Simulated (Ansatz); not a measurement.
**SO3 (sulfur trioxide): RPA@PBE/STO-3G**

What is the vertical electron affinity of SO3 (sulfur trioxide) at RPA@PBE/STO-3G? 

Program for the calculation: Ansatz 0.2.0.

32 further runs of the same task are left out: 12 that didn't finish, 20 set aside as unsound or not needed.

## (1) The molecule

SO3 has 4 atoms, charge 0, and is taken as a singlet. As SMILES, `O=S(=O)=O`. The coordinates come from a PBE0-D4/def2-TZVP relaxation.

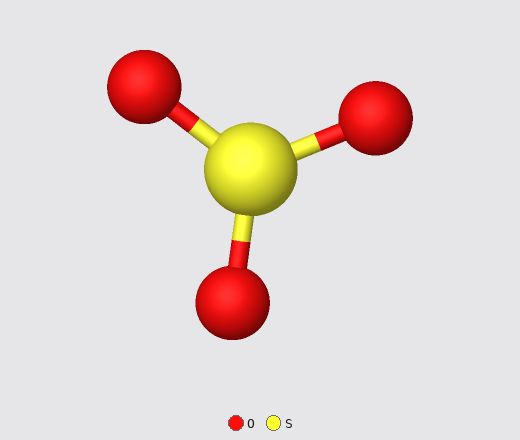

Viewed from a chosen angle; oxygen red, sulfur yellow.

## (2) A single-point energy at RPA@PBE/STO-3G

The input, job.yaml:

```yaml
crystal:
  periodic: [false, false, false]
  atoms:
    - {symbol: O, position_ang: [-1.121570, -0.684610, 0.536720]}
    - {symbol: S, position_ang: [0.000010, -0.000030, -0.000040]}
    - {symbol: O, position_ang: [1.308940, -0.327680, 0.440460]}
    - {symbol: O, position_ang: [-0.187380, 1.012320, -0.977150]}
basis:
  gaussian:
    orbitals: STO-3G
magnetization:
  spin_polarized: false
hamiltonian:
  xc: pbe
correlation:
  method: rpa
  frozen_orbitals: {O: 1, S: 5}
accuracy: high
```

The run is started by

```bash
$ ansatz run job.yaml --threads 1 --pin off --max-ram 3480MiB --events-out events.jsonl --progress --plain --runs-dir runs
```

Log:

```text
Warning: RAYON_NUM_THREADS=1 ignored (pool sized by the plan → 1); use --threads N
Functional definition: PBE
  name "PBE"
  parameter kappa = 0.804
  parameter beta = 0.06672455060314922
  exchange = pbe_x(kappa = kappa, mu = beta*pi^2/3)
  correlation = pbe_c(beta = beta)
465 factors; integrals over basis functions are off by at most 2.8e-8 eV
mean field evaluation 1: about -16737.6224 eV, gradient 6.1e1 eV
mean field evaluation 2: about -16737.6036 eV, gradient 6.1e1 eV
mean field evaluation 4: about -16749.6296 eV, gradient 2.2e0 eV
mean field evaluation 8: about -16749.6434 eV, gradient 5.2e-2 eV
mean field evaluation 16: about -16749.6434 eV, gradient 9.4e-9 eV
mean field evaluation 32: about -16719.7743 eV, gradient 2.0e1 eV
mean field -16749.64343330 eV, -615.5380428578 hartree, gradient 8.1e-8 eV, S^2 0.000000; 2 other end points of the search recorded, 0 dependent functions left out
8 core orbitals not correlated: weight in the atoms' cores, before any rotation towards them, 1.000 or more for the frozen orbitals, at most 0.000 for the correlated occupied ones
reference -16712.56385014 eV, -614.1753933100 hartree; 12, 12 occupied and 4, 4 virtual orbitals, 465 factors
Total energy: -16723.36467176 eV, -614.5723161834 hartree
```

Run time: 2.3 s. Hardware: 1 thread of Arm Neoverse V1, shared host; peak memory 0.1 GiB.

## (3) The doublet anion

The input, molecule.yaml:

```yaml
crystal:
  periodic: [false, false, false]
  atoms:
    - symbol: O
      position_ang: [-1.121570, -0.684610, 0.536720]
    - symbol: S
      position_ang: [0.000010, -0.000030, -0.000040]
    - symbol: O
      position_ang: [1.308940, -0.327680, 0.440460]
    - symbol: O
      position_ang: [-0.187380, 1.012320, -0.977150]
basis:
  gaussian:
    orbitals: STO-3G
total_charge: -1
magnetization:
  spin_polarized: true
  initial_magnetization: 1
hamiltonian:
  xc: {name: PBE}
correlation:
  method: rpa
  frozen_orbitals: {O: 1, S: 5}
accuracy: high
```

The run is started by

```bash
$ ansatz run molecule.yaml --threads 1 --pin off --max-ram 3480MiB --events-out events.jsonl --progress --plain --runs-dir runs
```

Log (excerpt; [...] marks lines left out):

```text
Warning: RAYON_NUM_THREADS=1 ignored (pool sized by the plan → 1); use --threads N
[... 6 set-up lines as earlier in the session ...]
465 factors; integrals over basis functions are off by at most 2.8e-8 eV
mean field evaluation 1: about -16735.9333 eV, gradient 3.3e1 eV
mean field evaluation 2: about -16735.9250 eV, gradient 3.3e1 eV
mean field evaluation 4: about -16743.6233 eV, gradient 6.1e-1 eV
mean field evaluation 8: about -16743.6224 eV, gradient 3.4e-2 eV
mean field evaluation 16: about -16743.6224 eV, gradient 8.7e-8 eV
mean field -16743.62244736 eV, -615.3167757057 hartree, gradient 8.9e-8 eV, S^2 0.750118; 1 other end points of the search recorded, 0 dependent functions left out
8 core orbitals not correlated: weight in the atoms' cores, before any rotation towards them, 1.000 or more for the frozen orbitals, at most 0.000 for the correlated occupied ones
reference -16708.65690047 eV, -614.0318155580 hartree; 13, 12 occupied and 3, 4 virtual orbitals, 465 factors
Total energy: -16716.06444444 eV, -614.3040377777 hartree
```

Wall time 2.7 s (1 thread of Arm Neoverse V1, shared host); peak memory 0.14 GiB.

## (4) Summary of results

Level: RPA@PBE/STO-3G, 8 core orbitals frozen.

```
                                         quantity          value
                        singlet SO3: total energy  -614.57232 Eh
    singlet SO3: RPA correlation energy (valence)     -396.9 mEh
                      doublet anion: total energy  -614.30404 Eh
  doublet anion: RPA correlation energy (valence)     -272.2 mEh
 doublet anion: ⟨S²⟩ of the reference determinant          0.750
vertical electron affinity (to the doublet anion)      -7.300 eV
```

**Reading.** The anion lies 7.30 eV (168 kcal/mol) above the neutral: the electron isn't bound at this level, and such a value depends on the basis. Without diffuse functions anions come out too high. In a minimal basis such a difference can be off by several eV, whatever the method.
